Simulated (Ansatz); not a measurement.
# B₂FH₃O: small, medium and large basis sets

Aim: see how fast density functionals converge with the basis set for B₂FH₃O.

Program: Ansatz 0.2.0, Gaussian basis. Level of theory: one geometry, several basis sets. These are calculated values, not measurements.

The runs, in order: PBE0-D4/def2-SVP; ωB97M-V/def2-SVP; PBE0-D4/def2-QZVPP; ωB97M-V/def2-QZVPP; the functionals' def2-TZVPP values are taken from earlier runs.

## (1) The relaxed structure

An earlier PBE0-D4 in a triple-zeta def2 set relaxation fixed the geometry.

SMILES `BOBF`, 7 atoms, charge 0, spin multiplicity 1.

Atoms are counted from 1 here; the program's logs count them from 0.

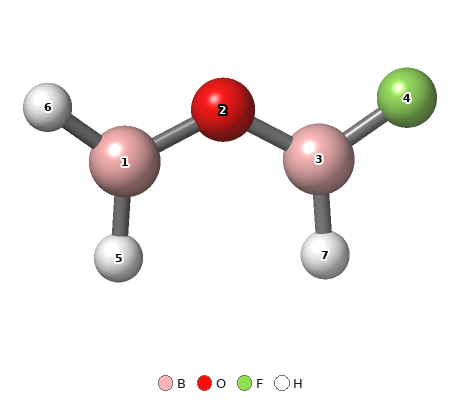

The structure; boron pink, oxygen red, fluorine green, hydrogen white; atoms are numbered from 1 in the order of the file.

## (2) PBE0-D4 in def2-SVP

File in.yaml:

```yaml
crystal:
  periodic: [false, false, false]
  atoms:
    - {symbol: B, position_ang: [-0.716507, 0.982876, -0.080850]}
    - {symbol: O, position_ang: [-0.401962, -0.213351, 0.491441]}
    - {symbol: B, position_ang: [0.654924, -0.993556, 0.129913]}
    - {symbol: F, position_ang: [0.821536, -2.125022, 0.781983]}
    - {symbol: H, position_ang: [-0.039314, 1.415332, -0.970872]}
    - {symbol: H, position_ang: [-1.674933, 1.557712, 0.341275]}
    - {symbol: H, position_ang: [1.417556, -0.691992, -0.738688]}
basis:
  gaussian: {orbitals: def2-SVP}
hamiltonian: {xc: pbe0, dispersion: d4}
output: {orbitals: {seedname: orbitals}}
```

The run is started by

```console
$ ansatz run in.yaml --threads 2 --pin off --events-out ev --progress --plain --max-ram 4352MiB
```

Further steps of the session: ωB97M-V in def2-SVP; PBE0-D4 in def2-QZVPP; ωB97M-V in def2-QZVPP.

Q: Predict the results of all the runs planned. Wanted: PBE0-D4: double and triple zeta above quadruple; ωB97M-V: double and triple zeta above quadruple.

The runs gave:

```
                                       quantity          value
PBE0-D4: double and triple zeta above quadruple  7.60, 0.36 eV
ωB97M-V: double and triple zeta above quadruple  7.79, 0.33 eV
```

In words: For PBE0-D4 the step from double to triple zeta gains 7.25 eV and the next only 0.36 eV. These are total energies; as a rule much of such shifts cancels in differences, which this series doesn't test.
